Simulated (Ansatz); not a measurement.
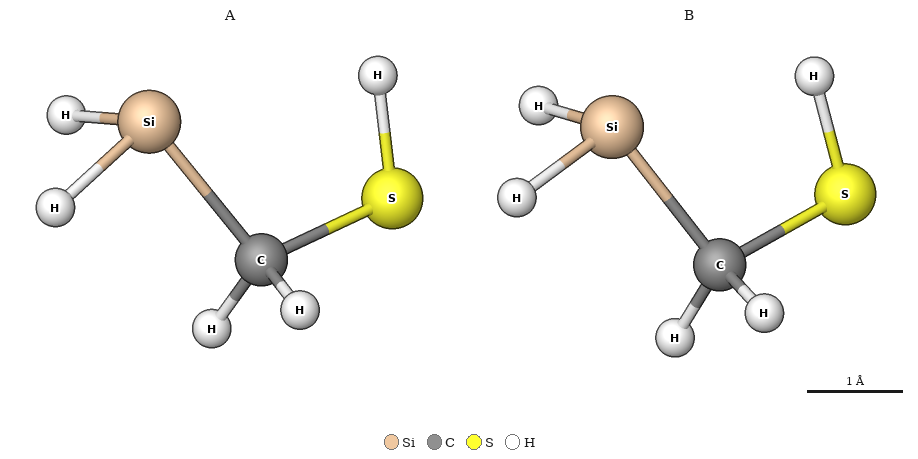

Two geometries of CH$_{5}$SSi (charge −1), drawn at one scale. One is the start of a relaxation, the other its converged end. The picture is a ball-and-stick view, seen at a tilt.

Level of theory: RKS PBE0-D4/def2-TZVPD (Ansatz 0.2.0). Set-up: force threshold 0.005 eV/Å; at most 200 steps.

### Which of the two is the end point?

Structure A is the relaxed one. An H atom moves most after the best rigid fit: 0.25 Å. Largest moves by element: H 0.25 Å, Si 0.08 Å, S 0.08 Å, C 0.05 Å. Among the contacts that change: H–Si 1.482 → 1.540 Å, C–Si 1.922 → 1.967 Å, C–S 1.806 → 1.813 Å, H–S 1.360 → 1.355 Å. Among the angles between lasting bonds that change: H–Si–H 100.7° → 94.4°, Si–C–S 106.1° → 111.0°, C–S–H 91.3° → 96.0°. Over 7 accepted moves (8 points after the start) the energy falls by 11.3 kJ/mol. Largest force component: 0.95 eV/Å at the start, 0.0019 eV/Å at the end. The line search rejected the trial step at point 4 of the run.
